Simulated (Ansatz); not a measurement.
```xyz
14

C    -1.5850    1.0884   -0.0280
Ti    0.3068    0.3570   -0.3702
C     1.2520    0.1883    1.4489
C     0.1138   -1.5353   -1.1530
F     1.2075    1.4072   -1.4601
H    -2.2013    0.3018    0.4221
H    -1.5333    1.9362    0.6643
H    -2.0543    1.4211   -0.9592
H     1.5902    1.1647    1.8100
H     0.5574   -0.2422    2.1791
H     2.1201   -0.4735    1.3542
H    -0.2100   -2.2226   -0.3632
H     1.0628   -1.8893   -1.5677
H    -0.6398   -1.5310   -1.9484
```

Geometry: PBE0-D4/def2-TZVP.

Method: Ansatz 0.2.0, RKS PBE0-D4/def2-TZVPP.

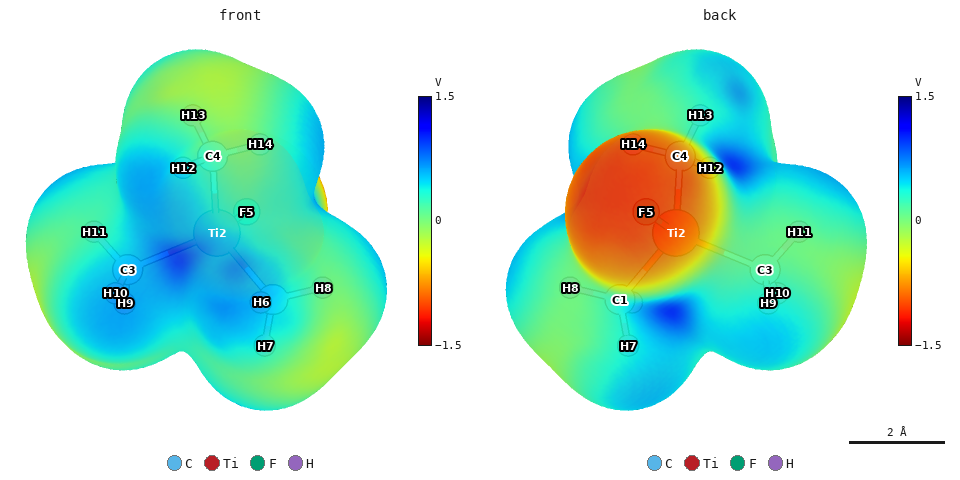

C₃H₉FTi (SMILES [CH3][Ti]([CH3])([CH3])[F]). The molecular electrostatic potential painted on the density surface at 0.001 e/bohr³, seen from the front and from behind; red is negative and blue positive.

### Which sites attract a positive test charge, and which a negative one?

A positive charge is drawn to the negative regions and a negative charge to the positive ones. The most negative region (about −1.1 V) lies over F5, the most positive (about +1.0 V) over Ti2.
